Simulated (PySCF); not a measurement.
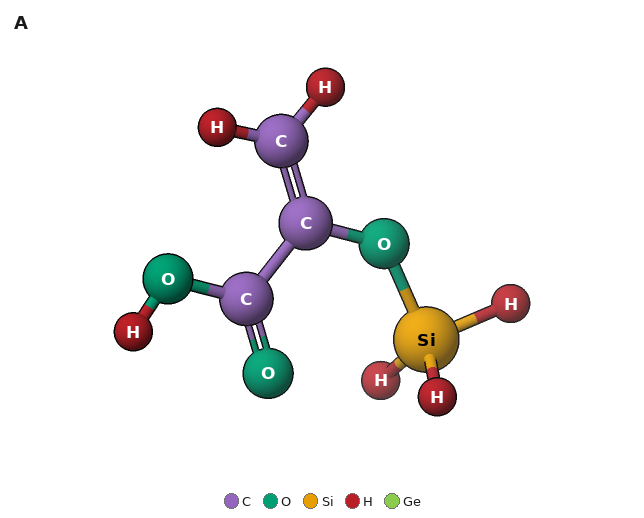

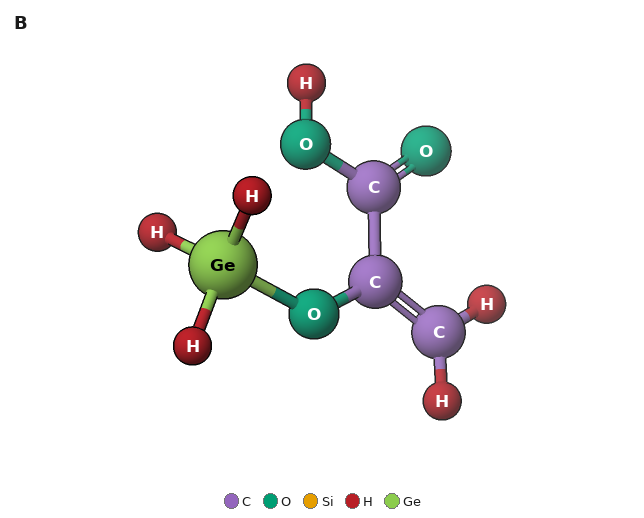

Two related species, optimised with GFN2-xTB; properties computed with PySCF 2.14.0. Both: charge 0, singlet.

**What are A and B?**

A is C3H6O3Si (C=C(O[SiH3])C(=O)O), B is C3H6GeO3.

Compare them. With ωB97X-D/def2-SVPD: dipole moment (D), HOMO–LUMO gap (eV), HOMO energy (Kohn–Sham orbital) (eV), lowest vertical singlet excitation (eV), mean static polarisability (bohr³).

```csv
quantity,A,B
dipole moment (D),2.29,2.37
HOMO–LUMO gap (eV),9.32,9.23
HOMO energy (Kohn–Sham orbital) (eV),−9.18,−8.88
lowest vertical singlet excitation (eV),5.33,5.14
mean static polarisability (bohr³),74.6,77.4
```

Each is one conformer, and no frequency run is at hand to confirm it as a minimum.

The geometry is semi-empirical. Around Ge, Si such bond lengths and angles can be off by a tenth of an ångström or more and by several degrees, and values that hang on the shape move with them.
